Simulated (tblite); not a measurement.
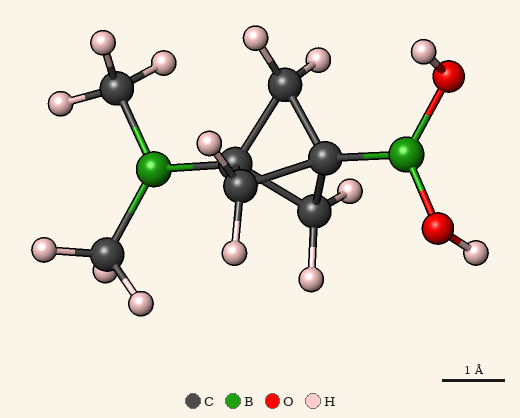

C$_{7}$H$_{14}$B$_{2}$O$_{2}$, before the relaxation. A ball-and-stick model, seen at a tilt.

Method: tblite 0.8.0, GFN2-xTB geometry optimisation, gas phase.

```xyz
25

C     2.7209    1.3292    0.1302
B     1.8985   -0.0234   -0.0389
C     2.6914   -1.4058   -0.2088
C     0.3076   -0.0076   -0.0145
C    -0.5437    0.4865    1.1757
C    -1.4510    0.0139    0.0190
B    -3.0367    0.0532    0.0443
O    -3.7939   -1.1821   -0.0930
O    -3.7300    1.3185    0.2194
C    -0.5974   -1.2513   -0.1446
C    -0.5750    0.7587   -0.9974
H     3.3356    1.4939   -0.7674
H     2.0062    2.1859    0.2577
H     3.3674    1.2704    1.0247
H     2.4140   -2.0809    0.6195
H     2.3903   -1.8629   -1.1664
H     3.7790   -1.2236   -0.2017
H    -0.5393   -0.1526    2.0861
H    -0.5217    1.5918    1.3611
H    -3.9099   -1.5185    0.8346
H    -3.8688    1.6673   -0.6988
H    -0.5923   -1.9597    0.7121
H    -0.6103   -1.7195   -1.1452
H    -0.6008    0.3652   -2.0428
H    -0.5510    1.8775   -0.9015
```

> What does the optimiser find from here?

The largest moves after the best rigid fit, 0.62 Å, are those of H20 and H21. Largest moves by element: H 0.62 Å, O 0.54 Å, B 0.13 Å, C 0.12 Å. Near-neighbour distances that change, for instance: B7–O8 1.455 → 1.353 Å, B7–O9 1.453 → 1.353 Å, O8–H20 0.994 → 0.956 Å, C11–H24 1.117 → 1.089 Å. Bond angles that change, for instance: B7–O9–H21 105.2° → 115.5°, C4–C5–C6 69.4° → 75.8°, C4–C10–C6 69.7° → 76.0°. Groups turn about B7–O8 by about 90°, B7–O9 by about 90°, C6–B7 by about 25°. The energy falls by 38.7 kcal/mol in 49 geometry steps. The run took 0.4 s on 1 thread of Arm Neoverse V2, on a shared host.

Step by step:

```
step  E − E(0), kcal/mol
   0                0.00
   1              -12.65
   2              -17.42
   3              -18.56
   4              -19.29
   5              -19.67
   6              -20.29
   7              -21.22
   8              -22.41
   9              -23.56
  10              -24.81
  12              -27.15
  14              -31.20
  16              -33.52
  18              -36.09
  20              -37.55
  22              -38.22
  24              -38.50
  26              -38.61
  28              -38.64
  31              -38.68
  33              -38.69
  35              -38.70
  37              -38.70
  39              -38.71
  41              -38.71
  43              -38.72
  45              -38.72
  47              -38.72
  49              -38.72
```

Final geometry:

```xyz
25

C     2.6744    1.3405    0.1383
B     1.8960   -0.0199   -0.0257
C     2.6752   -1.3778   -0.2082
C     0.3313   -0.0347   -0.0091
C    -0.5965    0.4701    1.1293
C    -1.5745    0.0130    0.0161
B    -3.1676    0.0550    0.0553
O    -3.9033   -1.0229    0.4125
O    -3.8630    1.1722   -0.2601
C    -0.6540   -1.2204   -0.1470
C    -0.6206    0.7397   -0.9621
H     3.3135    1.5195   -0.7261
H     2.0365    2.2117    0.2635
H     3.3457    1.2953    0.9953
H     2.4085   -2.0796    0.5814
H     2.3827   -1.8639   -1.1384
H     3.7576   -1.2776   -0.2116
H    -0.5927   -0.1139    2.0481
H    -0.5683    1.5352    1.3523
H    -3.4023   -1.8083    0.6266
H    -3.3346    1.9273   -0.5125
H    -0.6536   -1.9474    0.6649
H    -0.6809   -1.7232   -1.1128
H    -0.6361    0.4071   -1.9987
H    -0.5841    1.8271   -0.9080
```

The end point in the same view:

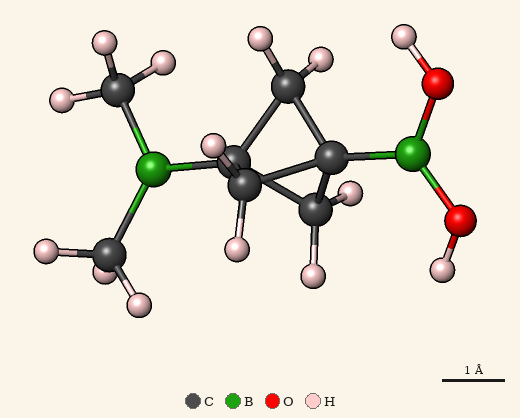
